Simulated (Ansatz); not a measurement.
# C₂H₉FGeOSi: a spread of methods and bases

Aim: run C₂H₉FGeOSi under a spread of inputs, and see what each costs and gives.

Program: Ansatz 0.2.0, Gaussian basis. Level of theory: the settings change from run to run. These are calculated values, not measurements.

## Step 1: The molecule

An earlier PBE0-D4 in a triple-zeta def2 set relaxation fixed the geometry.

SMILES `CO[Si](C)(F)[GeH3]`, 15 atoms, charge 0, spin multiplicity 1.

Atoms are counted from 1 here; the program's logs count them from 0.

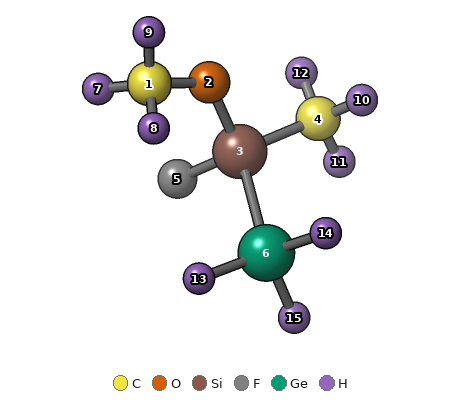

The structure; carbon yellow, oxygen orange, silicon brown, fluorine grey, germanium teal, hydrogen purple; atoms are numbered from 1 in the order of the file.

## Step 2: PBE/aug-pcseg-2

Set apart from the defaults: charge -1, multiplicity 2, high accuracy.

The input, in.yaml:

```yaml
crystal:
  periodic: [false, false, false]
  atoms:
    - {symbol: C, position_ang: [-0.714783, 2.214870, -0.255477]}
    - {symbol: O, position_ang: [-0.544045, 0.958604, -0.873895]}
    - {symbol: Si, position_ang: [-0.420475, -0.475430, -0.105150]}
    - {symbol: C, position_ang: [-0.214712, -1.772105, -1.405035]}
    - {symbol: F, position_ang: [-1.784352, -0.757921, 0.697689]}
    - {symbol: Ge, position_ang: [1.309865, -0.444267, 1.541525]}
    - {symbol: H, position_ang: [-1.720035, 2.311406, 0.164716]}
    - {symbol: H, position_ang: [0.016083, 2.374405, 0.545233]}
    - {symbol: H, position_ang: [-0.573829, 2.988183, -1.011703]}
    - {symbol: H, position_ang: [0.711362, -1.614414, -1.962150]}
    - {symbol: H, position_ang: [-0.183820, -2.768217, -0.958044]}
    - {symbol: H, position_ang: [-1.050727, -1.732739, -2.108020]}
    - {symbol: H, position_ang: [1.076951, 0.641710, 2.606803]}
    - {symbol: H, position_ang: [2.678037, -0.174821, 0.888858]}
    - {symbol: H, position_ang: [1.392582, -1.800063, 2.264048]}
basis:
  gaussian: {orbitals: aug-pcseg-2}
total_charge: -1
magnetization: {spin_polarized: true, initial_magnetization: 1}
hamiltonian: {xc: {name: PBE}}
accuracy: high
```

Run with:

```console
$ ansatz run in.yaml --threads 2 --pin off --events-out ev --progress --plain --max-ram 32768MiB --backend cuda --devices 0, --max-vram 18GiB
```

Output:

```text
Functional definition: PBE
  name "PBE"
  cite "Perdew, Burke & Ernzerhof, Phys. Rev. Lett. 77, 3865 (1996) doi:10.1103/PhysRevLett.77.3865"
  parent pbe
  parameter kappa = 0.804
  parameter beta = 0.06672455060314922
  exchange = pbe_x(kappa = kappa, mu = beta*pi^2/3)
  correlation = pbe_c(beta = beta)
7482 factors; integrals over basis functions are off by at most 5.5e-9 eV
mean field evaluation 1: about -71354.7160 eV, gradient 5.2e1 eV
mean field evaluation 2: about -71337.1338 eV, gradient 7.6e1 eV
mean field evaluation 4: about -71367.3770 eV, gradient 9.3e0 eV
mean field evaluation 8: about -71367.7373 eV, gradient 7.7e-1 eV
mean field evaluation 16: about -71367.7452 eV, gradient 1.5e-2 eV
mean field evaluation 32: about -71367.7452 eV, gradient 1.1e-4 eV
mean field evaluation 64: about -71367.5182 eV, gradient 9.7e-1 eV
mean field evaluation 96: about -71367.6252 eV, gradient 1.2e-1 eV
mean field -71367.74520279 eV, -2622.7162614074 hartree, gradient 6.3e-8 eV, S^2 0.750106; 10 other end points of the search recorded, 0 dependent functions left out
reference -71367.74520625 eV, -2622.7162615347 hartree; 43, 42 occupied and 457, 458 virtual orbitals, 7482 factors
Total energy: -71367.74520625 eV, -2622.7162615347 hartree
```

Run time: 54 s. Hardware: 1 × H100 (card shared with other runs) with 2 threads of AMD EPYC 7R13, shared host; peak host memory 1.9 GiB.

⟨S²⟩ 0.750.

## Step 3: PBE-QIDH/6-31G*

Options: a grid of angular degree 11.

Edit in.yaml of step 2 so:

```diff
@@ -19,6 +19,3 @@
 basis:
-  gaussian: {orbitals: aug-pcseg-2}
-total_charge: -1
-magnetization: {spin_polarized: true, initial_magnetization: 1}
-hamiltonian: {xc: {name: PBE}}
-accuracy: high
+  gaussian: {orbitals: "6-31G*", final_grid: {core_spheres: 5, valence_spheres: 4, degree: 11}}
+hamiltonian: {xc: {name: PBE-QIDH}}
```

Run with:

```console
$ ansatz run in.yaml --threads 2 --pin off --events-out ev --progress --plain --max-ram 32768MiB --backend cpu
```

Output, shortened:

```text
Functional definition: PBE-QIDH
  name "PBE-QIDH"
  cite "Brémond, Sancho-García, Pérez-Jiménez & Adamo, J. Chem. Phys. 141, 031101 (2014) doi:10.1063/1.4890314"
  cite "Perdew, Burke & Ernzerhof, Phys. Rev. Lett. 77, 3865 (1996) doi:10.1103/PhysRevLett.77.3865"
[...]
1301 factors; integrals over basis functions are off by at most 8.4e-4 eV
[...]
mean field -71332.95507059 eV, -2621.4377476306 hartree, gradient 7.1e-6 eV, S^2 0.000000; 0 other end points of the search recorded, 0 dependent functions left out
18 core orbitals not correlated: weight in the atoms' cores, before any rotation towards them, 1.000 or more for the frozen orbitals, at most 0.000 for the correlated occupied ones
reference -71332.95508753 eV, -2621.4377482532 hartree; 24, 24 occupied and 90, 90 virtual orbitals, 1301 factors
second order -29.08716192 eV of doubles, -0.00000000 eV of singles
Total energy: -71342.65080817 eV, -2621.7940594148 hartree
```

It took 3.5 s on 2 threads of AMD EPYC 7R13, shared host.

## Step 4: HSE06/6-31G

This run has D3(BJ) dispersion.

Edit in.yaml of step 3 so:

```diff
@@ -19,3 +19,3 @@
 basis:
-  gaussian: {orbitals: "6-31G*", final_grid: {core_spheres: 5, valence_spheres: 4, degree: 11}}
-hamiltonian: {xc: {name: PBE-QIDH}}
+  gaussian: {orbitals: 6-31G}
+hamiltonian: {xc: {name: HSE06}, dispersion: d3bj}
```

Same command.

Output, shortened:

```text
Functional definition: HSE06
  name "HSE06"
  cite "Heyd, Scuseria & Ernzerhof, J. Chem. Phys. 118, 8207 (2003) doi:10.1063/1.1564060"
  cite "Krukau, Vydrov, Izmaylov & Scuseria, J. Chem. Phys. 125, 224106 (2006) doi:10.1063/1.2404663"
  cite "Heyd & Scuseria, J. Chem. Phys. 120, 7274 (2004) doi:10.1063/1.1668634"
  cite "Ernzerhof & Perdew, J. Chem. Phys. 109, 3313 (1998) doi:10.1063/1.476928"
  cite "Perdew, Burke & Ernzerhof, Phys. Rev. Lett. 77, 3865 (1996) doi:10.1103/PhysRevLett.77.3865"
  parent pbe
[...]
  # The whole range is PBE's own exchange, as in plane waves. The composition of these papers is wPBEh.
[...]
1082 factors; integrals over basis functions are off by at most 4.4e-4 eV
158 factors; integrals over basis functions are off by at most 3.1e-7 eV
[...]
mean field -71351.43068356 eV, -2622.1167138839 hartree, gradient 1.6e-5 eV, S^2 0.000000; 0 other end points of the search recorded, 0 dependent functions left out
reference -71351.43072576 eV, -2622.1167154349 hartree; 42, 42 occupied and 54, 54 virtual orbitals, 1082 factors
Total energy: -71351.68096527 eV, -2622.1259115671 hartree
```

It took 3.1 s on 2 threads of AMD EPYC 7R13, shared host.

## Step 5: revPBE0/def2-TZVPD

Options: unrestricted orbitals, high accuracy.

Edit in.yaml of step 4 so:

```diff
@@ -19,3 +19,5 @@
 basis:
-  gaussian: {orbitals: 6-31G}
-hamiltonian: {xc: {name: HSE06}, dispersion: d3bj}
+  gaussian: {orbitals: def2-TZVPD}
+magnetization: {spin_polarized: true, initial_magnetization: 0}
+hamiltonian: {xc: {name: revPBE0}}
+accuracy: high
```

Run with:

```console
$ ansatz run in.yaml --threads 2 --pin off --events-out ev --progress --plain --max-ram 32768MiB --backend cuda --devices 0, --max-vram 18GiB
```

Output, shortened:

```text
Functional definition: revPBE0
  name "revPBE0"
  cite "Zhang & Yang, Phys. Rev. Lett. 80, 890 (1998) doi:10.1103/PhysRevLett.80.890"
  cite "Adamo & Barone, J. Chem. Phys. 110, 6158 (1999) doi:10.1063/1.478522"
  cite "Perdew, Burke & Ernzerhof, Phys. Rev. Lett. 77, 3865 (1996) doi:10.1103/PhysRevLett.77.3865"
[...]
5495 factors; integrals over basis functions are off by at most 2.7e-8 eV
[...]
mean field -71378.33329881 eV, -2623.1053667591 hartree, gradient 2.7e-8 eV, S^2 0.000000; 0 other end points of the search recorded, 0 dependent functions left out
reference -71378.33330465 eV, -2623.1053669738 hartree; 42, 42 occupied and 290, 290 virtual orbitals, 5495 factors
Total energy: -71378.33330465 eV, -2623.1053669738 hartree
```

Run time: 18 s. Hardware: 1 × H100 (card shared with other runs) with 2 threads of AMD EPYC 7R13, shared host; peak host memory 1.5 GiB.

⟨S²⟩ 0.000.

## Step 6: RPA/def2-SVP

Options: a grid of angular degree 47, high accuracy.

Edit in.yaml of step 5 so:

```diff
@@ -19,5 +19,5 @@
 basis:
-  gaussian: {orbitals: def2-TZVPD}
-magnetization: {spin_polarized: true, initial_magnetization: 0}
-hamiltonian: {xc: {name: revPBE0}}
+  gaussian: {orbitals: def2-SVP, final_grid: {core_spheres: 20, valence_spheres: 16, degree: 47}}
+hamiltonian: {xc: {name: HSE06}}
+correlation: {method: rpa}
 accuracy: high
```

Run with:

```console
$ ansatz run in.yaml --threads 2 --pin off --events-out ev --progress --plain --max-ram 32768MiB --backend cpu
```

Output, shortened:

```text
Functional definition: HSE06
  name "HSE06"
  cite "Heyd, Scuseria & Ernzerhof, J. Chem. Phys. 118, 8207 (2003) doi:10.1063/1.1564060"
  cite "Krukau, Vydrov, Izmaylov & Scuseria, J. Chem. Phys. 125, 224106 (2006) doi:10.1063/1.2404663"
  cite "Heyd & Scuseria, J. Chem. Phys. 120, 7274 (2004) doi:10.1063/1.1668634"
  cite "Ernzerhof & Perdew, J. Chem. Phys. 109, 3313 (1998) doi:10.1063/1.476928"
  cite "Perdew, Burke & Ernzerhof, Phys. Rev. Lett. 77, 3865 (1996) doi:10.1103/PhysRevLett.77.3865"
  parent pbe
[...]
  # The whole range is PBE's own exchange, as in plane waves. The composition of these papers is wPBEh.
[...]
3450 factors; integrals over basis functions are off by at most 7.7e-8 eV
131 factors; integrals over basis functions are off by at most 1.8e-9 eV
[...]
mean field -71350.14429084 eV, -2622.0694398236 hartree, gradient 2.4e-8 eV, S^2 0.000000; 0 other end points of the search recorded, 0 dependent functions left out
18 core orbitals not correlated: weight in the atoms' cores, before any rotation towards them, 1.000 or more for the frozen orbitals, at most 0.000 for the correlated occupied ones
reference -71269.24394143 eV, -2619.0964068189 hartree; 24, 24 occupied and 109, 109 virtual orbitals, 3450 factors
Total energy: -71308.68379471 eV, -2620.5457946939 hartree
```

It took 28 s on 2 threads of AMD EPYC 7R13, shared host; peak memory 0.95 GiB.

## Step 7: r2SCAN0/cc-pVDZ

Options: a point charge of -1.00 e beside it, D3(BJ) with three-body dispersion.

Edit in.yaml of step 6 so:

```diff
@@ -19,5 +19,3 @@
 basis:
-  gaussian: {orbitals: def2-SVP, final_grid: {core_spheres: 20, valence_spheres: 16, degree: 47}}
-hamiltonian: {xc: {name: HSE06}}
-correlation: {method: rpa}
-accuracy: high
+  gaussian: {orbitals: cc-pVDZ, point_charges: [{charge: -1.00, position_ang: [5.986, 0.166, -0.150]}]}
+hamiltonian: {xc: {name: r2SCAN0}, dispersion: d3bjatm}
```

Same command.

Output, shortened:

```text
Functional definition: r2SCAN0
  name "r2SCAN0"
  cite "Bursch, Neugebauer, Ehlert & Grimme, J. Chem. Phys. 156, 134105 (2022) doi:10.1063/5.0086040"
  cite "Furness, Kaplan, Ning, Perdew & Sun, J. Phys. Chem. Lett. 11, 8208 (2020) doi:10.1021/acs.jpclett.0c02405"
  cite "Furness, Kaplan, Ning, Perdew & Sun, J. Phys. Chem. Lett. 11, 9248 (2020) doi:10.1021/acs.jpclett.0c03077"
  parent r2scan
[...]
1413 factors; integrals over basis functions are off by at most 9.9e-4 eV
[...]
mean field -71376.84011455 eV, -2623.0504932499 hartree, gradient 5.5e-5 eV, S^2 0.000000; 0 other end points of the search recorded, 0 dependent functions left out
reference -71376.84012467 eV, -2623.0504936218 hartree; 42, 42 occupied and 104, 104 virtual orbitals, 1413 factors
Total energy: -71376.95837614 eV, -2623.0548392832 hartree
```

Run time: 6.5 s. Hardware: 2 threads of AMD EPYC 7R13, shared host.

## Step 8: wPBEh/6-31G

Options: charge -1, multiplicity 2.

Edit in.yaml of step 7 so:

```diff
@@ -19,3 +19,6 @@
 basis:
-  gaussian: {orbitals: cc-pVDZ, point_charges: [{charge: -1.00, position_ang: [5.986, 0.166, -0.150]}]}
-hamiltonian: {xc: {name: r2SCAN0}, dispersion: d3bjatm}
+  gaussian: {orbitals: 6-31G}
+total_charge: -1
+magnetization: {spin_polarized: true, initial_magnetization: 1}
+hamiltonian: {xc: {name: wPBEh}}
+output: {forces: true}
```

Same command.

Output, shortened:

```text
Functional definition: wPBEh
  name "wPBEh"
  cite "Heyd, Scuseria & Ernzerhof, J. Chem. Phys. 118, 8207 (2003) doi:10.1063/1.1564060"
  cite "Krukau, Vydrov, Izmaylov & Scuseria, J. Chem. Phys. 125, 224106 (2006) doi:10.1063/1.2404663"
  cite "Heyd & Scuseria, J. Chem. Phys. 120, 7274 (2004) doi:10.1063/1.1668634"
  cite "Ernzerhof & Perdew, J. Chem. Phys. 109, 3313 (1998) doi:10.1063/1.476928"
  cite "Perdew, Burke & Ernzerhof, Phys. Rev. Lett. 77, 3865 (1996) doi:10.1103/PhysRevLett.77.3865"
  parent pbe
[...]
1082 factors; integrals over basis functions are off by at most 4.4e-4 eV
158 factors; integrals over basis functions are off by at most 3.1e-7 eV
[...]
mean field -71350.43318134 eV, -2622.0800563538 hartree, gradient 1.2e-7 eV, S^2 0.751760; 9 other end points of the search recorded, 0 dependent functions left out
[...]
Atom 5 at     1.309865    -0.444267     1.541525 Å, force    -0.646399     0.288049    -2.023198 eV/Å
Atom 6 at    -1.720035     2.311406     0.164716 Å, force    -0.201165     0.015933     0.109800 eV/Å
Atom 7 at     0.016083     2.374405     0.545233 Å, force     0.173172    -0.165377     0.183697 eV/Å
Atom 8 at    -0.573829     2.988183    -1.011703 Å, force    -0.008860     0.104657    -0.245173 eV/Å
Atom 9 at     0.711362    -1.614414    -1.962150 Å, force     0.115097     0.053471     0.048838 eV/Å
Atom 10 at    -0.183820    -2.768217    -0.958044 Å, force    -0.006071     0.150560     0.026251 eV/Å
Atom 11 at    -1.050727    -1.732739    -2.108020 Å, force    -0.308772    -0.159841    -0.575763 eV/Å
Atom 12 at     1.076951     0.641710     2.606803 Å, force     0.239950     0.022251     1.350369 eV/Å
Atom 13 at     2.678037    -0.174821     0.888858 Å, force     0.194098     0.083437    -0.106099 eV/Å
Atom 14 at     1.392582    -1.800063     2.264048 Å, force     0.170077    -0.474859     1.264429 eV/Å
Dipole moment:    -0.123930     0.127680    -0.226427 e Å
```

It took 54 s on 2 threads of AMD EPYC 7R13, shared host.

Largest force 5.610 eV/Å, ⟨S²⟩ 0.752.

## Step 9: B2PLYP/def2-SVPD

Set apart from the defaults: multiplicity 3, atoms shaken by 0.15 Å.

The input, in.yaml:

```yaml
crystal:
  periodic: [false, false, false]
  atoms:
    - {symbol: C, position_ang: [-0.712692, 2.199450, -0.577880]}
    - {symbol: O, position_ang: [-0.547982, 1.091518, -0.933999]}
    - {symbol: Si, position_ang: [-0.606301, -0.659534, -0.142761]}
    - {symbol: C, position_ang: [-0.288288, -2.005361, -1.674091]}
    - {symbol: F, position_ang: [-1.779365, -0.749724, 0.650886]}
    - {symbol: Ge, position_ang: [1.325428, -0.511014, 1.495147]}
    - {symbol: H, position_ang: [-1.748493, 2.332530, 0.023932]}
    - {symbol: H, position_ang: [0.132346, 2.345027, 0.504539]}
    - {symbol: H, position_ang: [-0.732206, 3.169164, -0.858907]}
    - {symbol: H, position_ang: [0.616070, -1.484604, -1.889937]}
    - {symbol: H, position_ang: [-0.000560, -2.837542, -0.854163]}
    - {symbol: H, position_ang: [-0.918016, -1.773082, -2.056505]}
    - {symbol: H, position_ang: [1.092951, 0.854428, 2.429272]}
    - {symbol: H, position_ang: [2.516298, 0.010573, 1.098899]}
    - {symbol: H, position_ang: [1.046884, -2.000051, 2.246662]}
basis:
  gaussian: {orbitals: def2-SVPD}
magnetization: {spin_polarized: true, initial_magnetization: 2}
hamiltonian: {xc: {name: B2PLYP}}
```

The command is unchanged.

Output, shortened:

```text
Functional definition: B2PLYP
  name "B2PLYP"
  cite "Grimme, J. Chem. Phys. 124, 034108 (2006) doi:10.1063/1.2148954"
  cite "Becke, Phys. Rev. A 38, 3098 (1988) doi:10.1103/PhysRevA.38.3098"
  cite "Lee, Yang & Parr, Phys. Rev. B 37, 785 (1988) doi:10.1103/PhysRevB.37.785"
[...]
2156 factors; integrals over basis functions are off by at most 9.7e-4 eV
[...]
mean field -71323.95033824 eV, -2621.1068298202 hartree, gradient 1.5e-6 eV, S^2 2.015968; 8 other end points of the search recorded, 0 dependent functions left out
18 core orbitals not correlated: weight in the atoms' cores, before any rotation towards them, 1.000 or more for the frozen orbitals, at most 0.000 for the correlated occupied ones
reference -71323.95056693 eV, -2621.1068382245 hartree; 25, 23 occupied and 177, 179 virtual orbitals, 2156 factors
second order -34.94563379 eV of doubles, -0.00000000 eV of singles
Total energy: -71333.38588805 eV, -2621.4535798802 hartree
```

Wall time 1.7 min (2 threads of AMD EPYC 7R13, shared host); peak memory 1.5 GiB.

⟨S²⟩ 2.016.

## Step 10: SPW92/def2-mTZVP

Set apart from the defaults: atoms shaken by 0.08 Å, density fitting with cc-pVTZ-jkfit.

The input, in.yaml:

```yaml
crystal:
  periodic: [false, false, false]
  atoms:
    - {symbol: C, position_ang: [-0.730329, 2.235261, -0.418458]}
    - {symbol: O, position_ang: [-0.582712, 0.936348, -0.848172]}
    - {symbol: Si, position_ang: [-0.379396, -0.559268, -0.149019]}
    - {symbol: C, position_ang: [-0.251478, -1.906409, -1.410628]}
    - {symbol: F, position_ang: [-1.757074, -0.896273, 0.816602]}
    - {symbol: Ge, position_ang: [1.154118, -0.287161, 1.461631]}
    - {symbol: H, position_ang: [-1.679860, 2.273302, 0.179048]}
    - {symbol: H, position_ang: [-0.094102, 2.277403, 0.705613]}
    - {symbol: H, position_ang: [-0.635501, 3.039163, -1.119566]}
    - {symbol: H, position_ang: [0.681276, -1.685721, -1.919592]}
    - {symbol: H, position_ang: [-0.140315, -2.756900, -0.760175]}
    - {symbol: H, position_ang: [-0.965800, -1.750199, -2.141595]}
    - {symbol: H, position_ang: [1.040340, 0.544551, 2.618915]}
    - {symbol: H, position_ang: [2.695115, -0.130211, 0.808691]}
    - {symbol: H, position_ang: [1.488629, -1.733421, 2.323519]}
basis:
  gaussian: {orbitals: def2-mTZVP, fitting: {mean_field: cc-pVTZ-jkfit}}
hamiltonian: {xc: {name: SPW92}}
output: {forces: true}
```

Same command.

Output, shortened:

```text
Functional definition: SPW92
  name "SPW92"
  cite "Dirac, Proc. Camb. Phil. Soc. 26, 376 (1930) doi:10.1017/S0305004100016108"
  cite "Slater, Phys. Rev. 81, 385 (1951) doi:10.1103/PhysRev.81.385"
  cite "Perdew & Wang, Phys. Rev. B 45, 13244 (1992) doi:10.1103/PhysRevB.45.13244"
[...]
914 factors; integrals over basis functions are off by at most 1.5e-1 eV
[...]
mean field -71213.46974784 eV, -2617.0467430096 hartree, gradient 8.2e-5 eV, S^2 0.000000; 0 other end points of the search recorded, 0 dependent functions left out
[...]
reference -71213.46979629 eV, -2617.0467447903 hartree; 42, 42 occupied and 124, 124 virtual orbitals, 914 factors
Total energy: -71213.46979629 eV, -2617.0467447903 hartree
Atom 0 at    -0.730329     2.235261    -0.418458 Å, force     0.013741    -1.759563     6.283083 eV/Å
[...]
Atom 5 at     1.154118    -0.287161     1.461631 Å, force     3.639979    -3.100049    -0.223141 eV/Å
Atom 6 at    -1.679860     2.273302     0.179048 Å, force    -0.288567     0.491175    -1.102277 eV/Å
Atom 7 at    -0.094102     2.277403     0.705613 Å, force    -0.420009     0.765748    -2.976774 eV/Å
Atom 8 at    -0.635501     3.039163    -1.119566 Å, force     0.534822     0.387845    -0.661598 eV/Å
Atom 9 at     0.681276    -1.685721    -1.919592 Å, force     0.768732    -0.271793    -0.200309 eV/Å
Atom 10 at    -0.140315    -2.756900    -0.760175 Å, force    -0.407108    -1.217416    -0.329831 eV/Å
Atom 11 at    -0.965800    -1.750199    -2.141595 Å, force    -2.234538    -0.511020    -1.426009 eV/Å
Atom 12 at     1.040340     0.544551     2.618915 Å, force    -0.381589     1.660373     1.541466 eV/Å
Atom 13 at     2.695115    -0.130211     0.808691 Å, force    -1.484373     0.115760     0.547299 eV/Å
Atom 14 at     1.488629    -1.733421     2.323519 Å, force    -0.574280     1.277374    -1.075959 eV/Å
Dipole moment:     0.113751     0.170589    -0.336455 e Å
```

It took 1.8 s on 2 threads of AMD EPYC 7R13, shared host.

Largest force 6.525 eV/Å, dipole 1.89 D.

## Step 11: The runs in one table

| level | charge | multiplicity | geometry | functions | energy (eV) | time |
| --- | --- | --- | --- | --- | --- | --- |
| PBE/aug-pcseg-2 | -1 | 2 | relaxed | 500 | -71367.745 | 54 s |
| PBE-QIDH/6-31G* | 0 | 1 | relaxed | 132 | -71342.651 | 3.5 s |
| HSE06/6-31G | 0 | 1 | relaxed | 96 | -71351.681 | 3.1 s |
| revPBE0/def2-TZVPD | 0 | 1 | relaxed | 332 | -71378.333 | 18 s |
| RPA/def2-SVP | 0 | 1 | relaxed | 151 | -71308.684 | 28 s |
| r2SCAN0/cc-pVDZ | 0 | 1 | relaxed, point charge | 146 | -71376.958 | 6.5 s |
| wPBEh/6-31G | -1 | 2 | relaxed | 96 | -71350.433 | 54 s |
| B2PLYP/def2-SVPD | 0 | 3 | shaken | 220 | -71333.386 | 1.7 min |
| SPW92/def2-mTZVP | 0 | 1 | shaken | 166 | -71213.470 | 1.8 s |

## Step 12: Results

```
                                         quantity                      value
                                             runs                          9
                                         quickest    SPW92/def2-mTZVP, 1.8 s
                                          slowest  B2PLYP/def2-SVPD, 1.7 min
spread of total energies, same state and geometry                    69.6 eV
```

What this shows: Run time spans a factor of 57, from SPW92/def2-mTZVP to B2PLYP/def2-SVPD. The jobs differ in tasks and options as well as level. Total energies at one charge and spin differ by 70 eV between levels, so only differences within one level mean anything.
